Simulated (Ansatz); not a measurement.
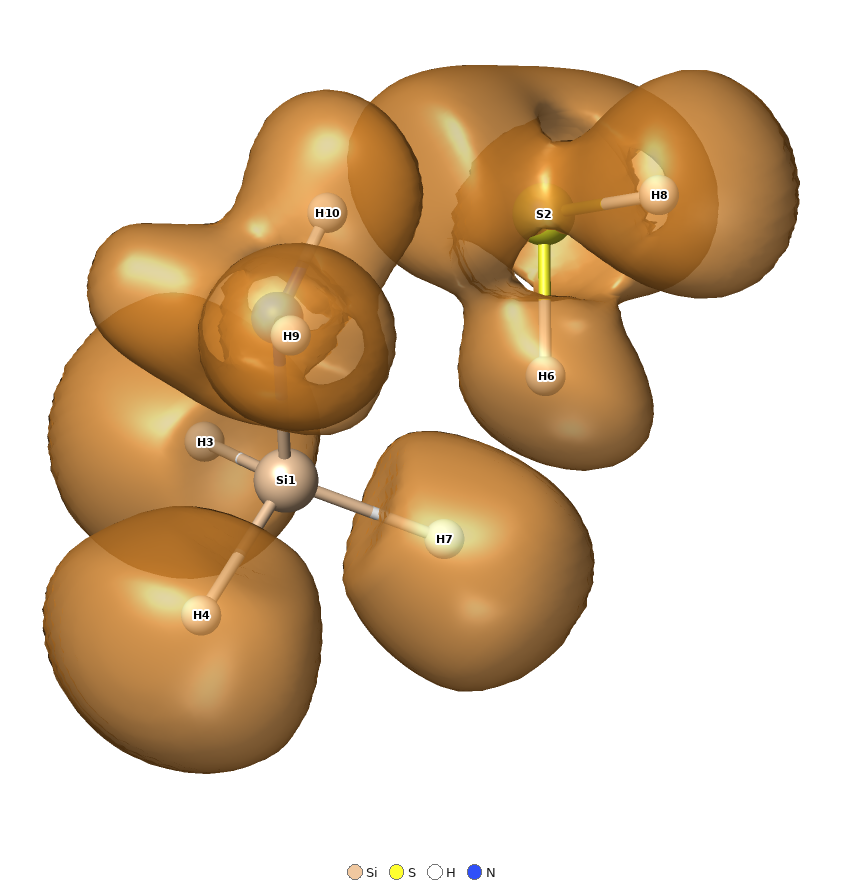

Figure 1: H5NSi···H2S. Isosurface of the electron localisation function at 0.75 (orange), seen at an oblique angle. Only the valence region is drawn (cores and ρ < 0.01 e/Å³ removed).

Not at a stationary point (largest force 1.1 eV/Å).

All numbers below come from RKS B3LYP/def2-SVP (Ansatz).

```xyz
10

Si   -0.6303   -0.9743    0.2283
S     2.2507    0.8995   -0.2417
H     0.2907   -1.8906   -0.5039
H    -1.8289   -1.7307    0.6993
N    -1.2075    0.2687   -0.8288
H     1.7506    0.2316    0.8297
H     0.0916   -0.5492    1.4152
H     1.8777    2.0992    0.2723
H    -2.0660    0.7616   -0.6010
H    -0.5288    0.8842   -1.2694
```

### What do the ELF domains correspond to?

The ELF exceeds this value in three regions around hydrogen nuclei, one joined region spread over several atoms (H, N), in which their bonds and any lone pairs are merged and one joined region spread over several atoms (H, S), in which their bonds and any lone pairs are merged.

Values along the shortest contacts:
H6···H7 (1.92 Å): the ELF dips to about 0.10 between them. Si–N (1.73 Å): the ELF peaks at about 0.90 between the atoms; a polar covalent bond.
